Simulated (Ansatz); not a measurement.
## CH3BClFO (methoxychlorofluoroborane): the energy, rung by rung

CH3BClFO: 8 atoms, total charge 0, spin state singlet. SMILES: `COB(F)Cl`. Geometry: optimised at B3LYP/def2-SVP. This is one conformer, not always the lowest.

```xyz
8

C     0.6661   -0.4195    0.8075
O    -0.1212   -0.6391   -0.3486
B    -0.7908    0.2684   -1.0619
F    -1.4706   -0.1377   -2.1217
Cl   -0.8253    2.0038   -0.6699
H     1.7127   -0.6776    0.5832
H     0.3069   -1.0817    1.6098
H     0.6143    0.6263    1.1457
```

Quantity: the dissociation energy of the F4–B3 bond into doublet F and doublet CH3BClO (shapes relaxed at B3LYP/def2-SVP, no zero-point term), in eV. The values are calculated.

```json
{"level": "HF/def2-SVP", "kind": "Hartree–Fock", "program": "Ansatz", "value (eV)": "5.68", "less CCSD(T)/def2-SVP": "-1.44", "CPU time (all runs)": "1 s"}
{"level": "PBE/def2-SVP", "kind": "GGA", "program": "Ansatz", "value (eV)": "7.51", "less CCSD(T)/def2-SVP": "+0.39", "CPU time (all runs)": "2.2 s"}
{"level": "r2SCAN/def2-SVP", "kind": "meta-GGA", "program": "Ansatz", "value (eV)": "7.27", "less CCSD(T)/def2-SVP": "+0.15", "CPU time (all runs)": "3.9 s"}
{"level": "B3LYP/def2-SVP", "kind": "global hybrid", "program": "Ansatz", "value (eV)": "7.34", "less CCSD(T)/def2-SVP": "+0.22", "CPU time (all runs)": "2.7 s"}
{"level": "wB97M-V/def2-SVP", "kind": "range-separated hybrid", "program": "Ansatz", "value (eV)": "7.63", "less CCSD(T)/def2-SVP": "+0.51", "CPU time (all runs)": "9.3 s"}
{"level": "MP2/def2-SVP", "kind": "perturbation theory", "program": "Ansatz", "value (eV)": "7.41", "less CCSD(T)/def2-SVP": "+0.29", "CPU time (all runs)": "1.2 s"}
{"level": "CCSD(T)/def2-SVP", "kind": "coupled cluster or CI", "program": "Ansatz", "value (eV)": "7.12", "less CCSD(T)/def2-SVP": "0.00", "CPU time (all runs)": "10 s"}
```

Differences are taken from CCSD(T)/def2-SVP for orientation; it has basis-set and higher-order errors of its own. The values span 5.68 to 7.63 eV. Hartree–Fock misses the correlation of the electron pair that is broken and comes out low. Measured bond enthalpies also hold zero-point and thermal terms, a few tenths of an eV less. Times are those of the runs behind each value, whatever else they computed, on shared processors of several kinds: orders of magnitude only.

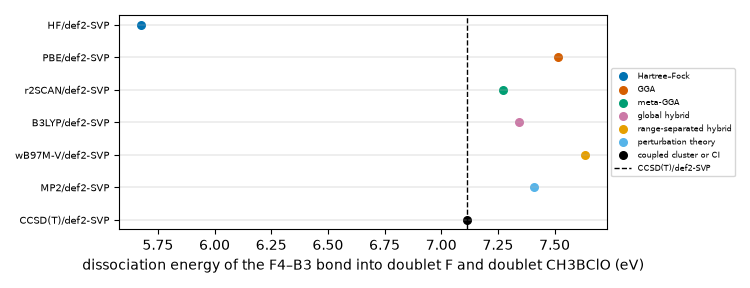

The values of the table, level by level.
